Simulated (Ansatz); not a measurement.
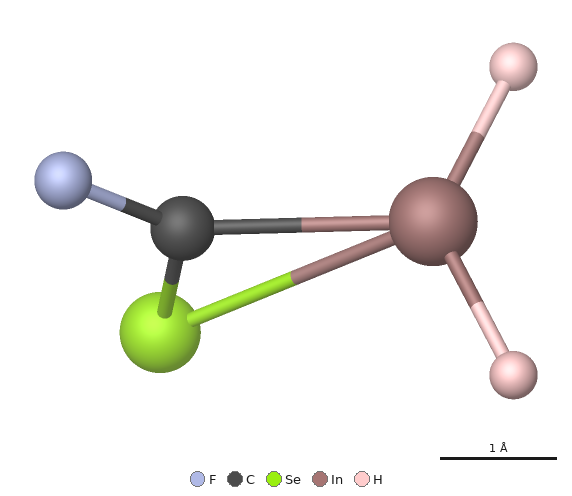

Computed geometry: PBE0-D4/def2-TZVP optimisation.

What does the picture show?

Formula CH2FInSe. This geometry has Cs symmetry. Coordination, clear cases only: 1 C trigonal planar.

The parts below concern this one geometry. Atoms keep their numbers from picture to picture.

Levels of theory compared

Program: Ansatz 0.2.0.

Compare HOMO energy (eV), HOMO–LUMO gap (eV) at these levels: B3LYP-D4/def2-TZVPP; B97M-V/def2-TZVPP; HSE06 (plane-wave form)-D4/def2-TZVPP; PBE-D4/def2-TZVPP; PBE0-D4/def2-SVP; r2SCAN-D4/def2-TZVPP; r2SCAN0-D4/def2-TZVPP; r2SCANh-D4/def2-TZVPP; revPBE-D4/def2-TZVPP; ωB97M-V/def2-SVP; ωB97M-V/def2-TZVPP.

```json
{"level": "B3LYP-D4/def2-TZVPP", "HOMO energy (eV)": "−6.74", "HOMO–LUMO gap (eV)": "4.06"}
{"level": "B97M-V/def2-TZVPP", "HOMO energy (eV)": "−6.17", "HOMO–LUMO gap (eV)": "2.98"}
{"level": "HSE06 (plane-wave form)-D4/def2-TZVPP", "HOMO energy (eV)": "−6.55", "HOMO–LUMO gap (eV)": "3.69"}
{"level": "PBE-D4/def2-TZVPP", "HOMO energy (eV)": "−5.89", "HOMO–LUMO gap (eV)": "2.52"}
{"level": "PBE0-D4/def2-SVP", "HOMO energy (eV)": "−6.88", "HOMO–LUMO gap (eV)": "4.49"}
{"level": "r2SCAN-D4/def2-TZVPP", "HOMO energy (eV)": "−6.11", "HOMO–LUMO gap (eV)": "2.83"}
{"level": "r2SCAN0-D4/def2-TZVPP", "HOMO energy (eV)": "−7.09", "HOMO–LUMO gap (eV)": "4.68"}
{"level": "r2SCANh-D4/def2-TZVPP", "HOMO energy (eV)": "−6.50", "HOMO–LUMO gap (eV)": "3.57"}
{"level": "revPBE-D4/def2-TZVPP", "HOMO energy (eV)": "−5.82", "HOMO–LUMO gap (eV)": "2.53"}
{"level": "ωB97M-V/def2-SVP", "HOMO energy (eV)": "−8.91", "HOMO–LUMO gap (eV)": "8.75"}
{"level": "ωB97M-V/def2-TZVPP", "HOMO energy (eV)": "−9.00", "HOMO–LUMO gap (eV)": "8.69"}
```

Thermal motion

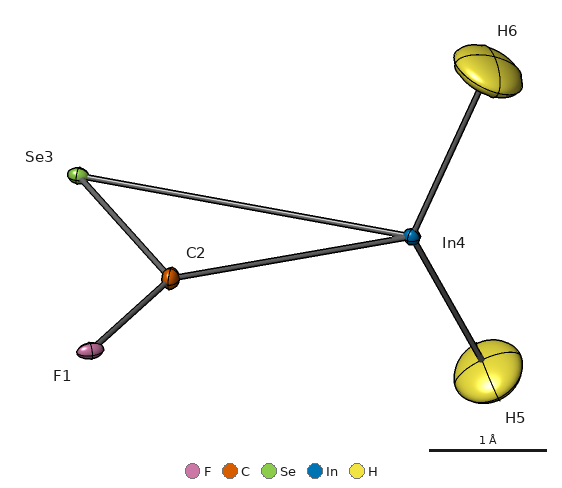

Displacement ellipsoids at the 50 % level, from the internal vibrations of the free molecule (harmonic, no overall translation or rotation; no half-axis is drawn under 0.075 Å). Vibrations computed with RKS PBE0-D4/def2-TZVP, core potentials on In (Ansatz 0.2.0). Temperature: 100 K.

Which atom has the largest mean-square displacement?

Answer. H5, H6, with U_eq = 0.0371 Å².

Does H5 move more along its bond or across it?

Answer. Across it: the root-mean-square amplitude is 0.095 Å along the bond and up to 0.249 Å across, since bending and torsion are softer than stretching.

Give the displacement parameters, one line for each set of equivalent atoms.

```json
{"atom": "F1", "U_eq (Å²)": "0.0028", "rms amplitudes (Å)": "0.027, 0.042, 0.077"}
{"atom": "C2", "U_eq (Å²)": "0.0034", "rms amplitudes (Å)": "0.040, 0.064, 0.068"}
{"atom": "Se3", "U_eq (Å²)": "0.0013", "rms amplitudes (Å)": "0.004, 0.012, 0.062"}
{"atom": "In4", "U_eq (Å²)": "0.00051", "rms amplitudes (Å)": "0.003, 0.011, 0.037"}
{"atom": "H5, H6", "U_eq (Å²)": "0.0371", "rms amplitudes (Å)": "0.095, 0.201, 0.249"}
```

Charges

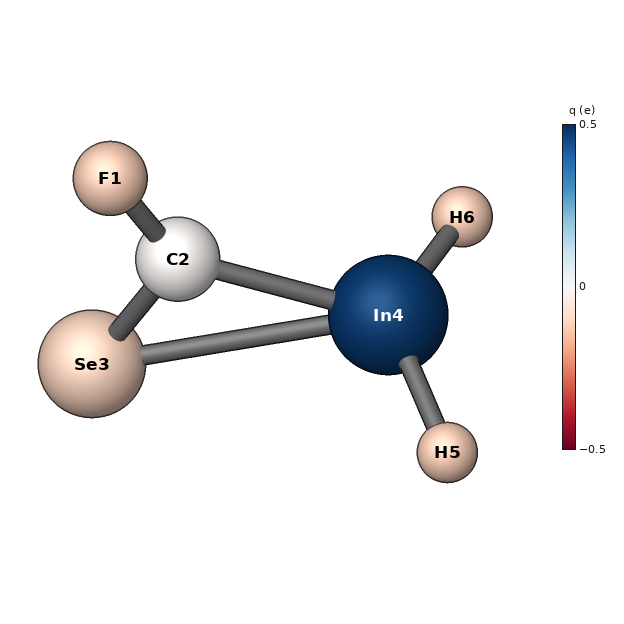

Atoms are coloured by their Mulliken charges. Method: RKS B3LYP-D4/def2-TZVPP, core potentials on In (Ansatz 0.2.0).

Give the Mulliken charges atom by atom.

```json
{"atom": "F1", "value (e)": "−0.12"}
{"atom": "C2", "value (e)": "−0.01"}
{"atom": "Se3", "value (e)": "−0.11"}
{"atom": "In4", "value (e)": "0.48"}
{"atom": "H5", "value (e)": "−0.12"}
{"atom": "H6", "value (e)": "−0.12"}
```

Mulliken values depend strongly on the basis set and can even reverse the polarity of a bond.
